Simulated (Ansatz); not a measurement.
# CH2FNSSi (SMILES FC1=N[SiH2]S1) at B2PLYP/cc-pVDZ

Aim: the vertical ionisation energy of CH2FNSSi at B2PLYP/cc-pVDZ, from 2 runs. 

Program for the calculation: Ansatz 0.2.0.

111 further runs of the same task are left out: 111 set aside as unsound or not needed. Runs told in other sessions of the task aren't counted.

**1. The structure to begin with**

CH2FNSSi: 7 atoms, total charge 0, spin state singlet. SMILES: `FC1=N[SiH2]S1`. The coordinates come from a PBE0-D4/def2-TZVP relaxation.

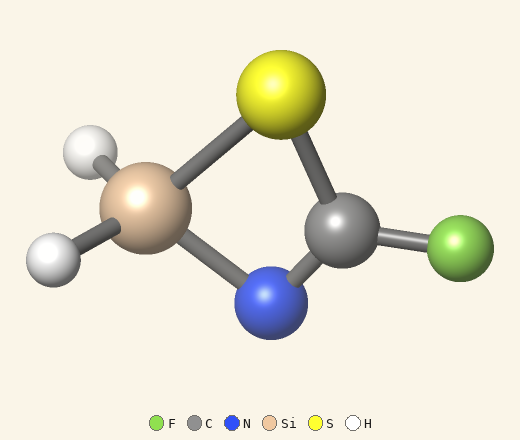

The structure, seen from a chosen angle (fluorine green, carbon grey, nitrogen blue, silicon light orange, sulfur yellow, hydrogen white).

**2. The energy at B2PLYP/cc-pVDZ**

in.yaml reads:

```yaml
crystal:
  periodic: [false, false, false]
  atoms:
    - {symbol: F, position_ang: [1.147800, -1.939300, 1.137100]}
    - {symbol: C, position_ang: [0.551100, -0.929900, 0.538600]}
    - {symbol: N, position_ang: [-0.672300, -0.915900, 0.221400]}
    - {symbol: Si, position_ang: [-0.525200, 0.696600, -0.454900]}
    - {symbol: S, position_ang: [1.547900, 0.494500, 0.161700]}
    - {symbol: H, position_ang: [-1.272100, 1.746800, 0.268200]}
    - {symbol: H, position_ang: [-0.716300, 0.779100, -1.917900]}
basis:
  gaussian: {orbitals: cc-pVDZ}
output: {orbitals: {seedname: orbitals}}
correlation: {frozen_orbitals: {C: 1, F: 1, H: 0, "N": 1, S: 5, Si: 5}}
hamiltonian: {xc: {name: B2PLYP}}
accuracy: high
```

The run is started by

```bash
ansatz run in.yaml --threads 1 --pin off --max-ram 2610MiB --events-out events.jsonl --progress --plain --runs-dir runs
```

The log of the run:

```text
Warning: RAYON_NUM_THREADS=1 ignored (pool sized by the plan → 1); use --threads N
Functional definition: B2PLYP
  name "B2PLYP"
  parameter a = 0.53
  parameter c = 0.27
  exchange = (1 - a)*b88_x + a*exact_x
  correlation = (1 - c)*lyp_c + c*(mp2_os + mp2_ss)
2031 factors; integrals over basis functions are off by at most 3.5e-9 eV
mean field evaluation 1: about -23967.1541 eV, gradient 4.4e1 eV
mean field evaluation 2: about -23967.6120 eV, gradient 4.4e1 eV
mean field evaluation 4: about -23971.4251 eV, gradient 5.8e0 eV
mean field evaluation 8: about -23971.5233 eV, gradient 5.7e-1 eV
mean field evaluation 16: about -23971.5243 eV, gradient 2.9e-4 eV
mean field -23971.52434436 eV, -880.9372711723 hartree, gradient 3.7e-8 eV, S^2 0.000000; 0 other end points of the search recorded, 0 dependent functions left out
13 core orbitals not correlated: weight in the atoms' cores, before any rotation towards them, 1.000 or more for the frozen orbitals, at most 0.000 for the correlated occupied ones
reference -23971.52436711 eV, -880.9372720084 hartree; 14, 14 occupied and 61, 61 virtual orbitals, 2031 factors
second order -23.37101122 eV of doubles, -0.00000000 eV of singles
Total energy: -23977.83454014 eV, -881.1691665900 hartree
```

It took 14 s on 1 thread of Arm Neoverse V2, shared host; peak memory 0.32 GiB.

**3. The doublet cation**

molecule.yaml reads:

```yaml
crystal:
  periodic: [false, false, false]
  atoms:
    - {symbol: F, position_ang: [1.147800, -1.939300, 1.137100]}
    - {symbol: C, position_ang: [0.551100, -0.929900, 0.538600]}
    - {symbol: "N", position_ang: [-0.672300, -0.915900, 0.221400]}
    - {symbol: Si, position_ang: [-0.525200, 0.696600, -0.454900]}
    - {symbol: S, position_ang: [1.547900, 0.494500, 0.161700]}
    - {symbol: H, position_ang: [-1.272100, 1.746800, 0.268200]}
    - {symbol: H, position_ang: [-0.716300, 0.779100, -1.917900]}
basis:
  gaussian: {orbitals: cc-pVDZ}
correlation: {frozen_orbitals: {C: 1, F: 1, H: 0, "N": 1, S: 5, Si: 5}}
output: {orbitals: {seedname: orbitals}}
total_charge: 1
accuracy: high
hamiltonian: {xc: {name: B2PLYP}}
magnetization: {spin_polarized: true, initial_magnetization: 1}
```

The run is started by

```bash
ansatz run molecule.yaml --threads 1 --pin off --max-ram 2610MiB --events-out events.jsonl --progress --plain --runs-dir runs
```

The log of the run, cut to the lines that bear on the results:

```text
Warning: RAYON_NUM_THREADS=1 ignored (pool sized by the plan → 1); use --threads N
[... 2 set-up lines as earlier in the session ...]
[...]
2030 factors; integrals over basis functions are off by at most 4.0e-9 eV
[...]
mean field -23961.89973371 eV, -880.5835732548 hartree, gradient 4.7e-8 eV, S^2 0.800752; 3 other end points of the search recorded, 0 dependent functions left out
13 core orbitals not correlated: weight in the atoms' cores, before any rotation towards them, 1.000 or more for the frozen orbitals, at most 0.000 for the correlated occupied ones
reference -23961.89975643 eV, -880.5835740897 hartree; 14, 13 occupied and 61, 62 virtual orbitals, 2030 factors
second order -22.47188340 eV of doubles, -0.00000000 eV of singles
Total energy: -23967.96716495 eV, -880.8065472401 hartree
```

Run time: 35 s. Hardware: 1 thread of Arm Neoverse V2, shared host; peak memory 0.46 GiB.

**4. What came out**

At B2PLYP/cc-pVDZ, 13 core orbitals frozen:

| quantity | value |
| --- | --- |
| singlet CH2FNSSi: total energy | -881.16917 Eh |
| singlet CH2FNSSi: HOMO energy (SCF part's orbitals) | -8.65 eV |
| singlet CH2FNSSi: LUMO energy (SCF part's orbitals) | 0.77 eV |
| singlet CH2FNSSi: HOMO–LUMO gap (SCF part's orbitals) | 9.42 eV |
| doublet cation: total energy | -880.80655 Eh |
| doublet cation: HOMO energy (SCF part's orbitals) (highest over α and β) | -16.12 eV |
| doublet cation: LUMO energy (SCF part's orbitals) (lowest over α and β) | -10.60 eV |
| doublet cation: ⟨S²⟩ | 0.801 |
| vertical ionisation energy (to the doublet cation) | 9.867 eV |

The vertical ionisation energy comes to 9.87 eV (952 kJ/mol). The negative HOMO energy of the first species, 8.65 eV, lies 1.22 eV below that difference.
